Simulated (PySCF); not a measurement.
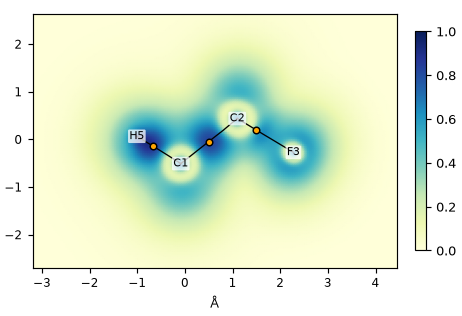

Figure 1: C2H5F, SMILES `CCF`. Localised orbital locator (LOL) in the plane of C1, C2, F3 and H5, with bond paths and bond critical points (dots).

Method: PBE/def2-TZVP; geometry: GFN2-xTB; program: PySCF. No frequency check shows the geometry to be a minimum.

**Rank the bonds in the plane by LOL at their critical points.**

C1–H5: about 0.88; C1–C2: about 0.83; C2–F3: about 0.48. Values above 0.5 mark slow, localised electrons, as in shared pairs; low values at a critical point mark a polar or closed-shell contact whose critical point lies between the shells.

**Where along C2–F3 does the critical point lie?**

0.47 Å from C2 and 0.90 Å from F3.
